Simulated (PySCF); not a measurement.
Ionisation energy of S ([Ne] 3s² (3p₁/₂)² (3p₃/₂)² → [Ne] 3s² (3p₁/₂)² 3p₃/₂). PySCF, x2c-QZVPPall-2c, two-component X2C-1e. 10 core electrons frozen.

The results, method by method:

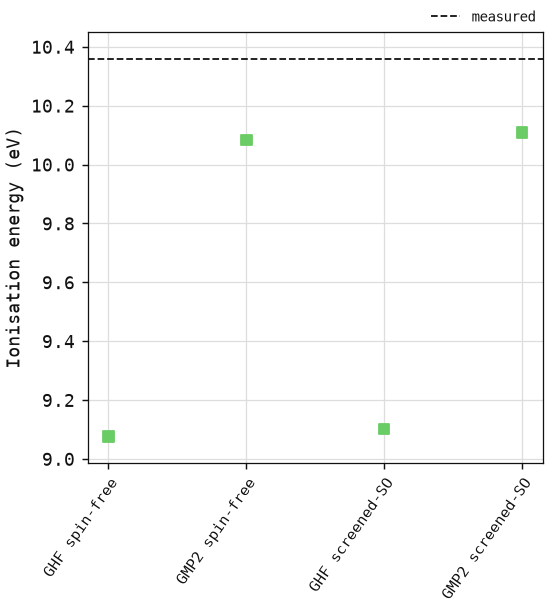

| Method | Ionisation energy (eV) |
| --- | --- |
| GHF spin-free | 9.08 |
| GMP2 spin-free | 10.08 |
| GHF screened-SO | 9.10 |
| GMP2 screened-SO | 10.11 |

The values run from 9.08 eV (GHF spin-free) to 10.11 eV (GMP2 screened-SO). The measured value is 10.36 eV; nearest to it come GMP2 screened-SO (−0.25) and GMP2 spin-free (−0.28), furthest GHF spin-free (−1.28 eV).
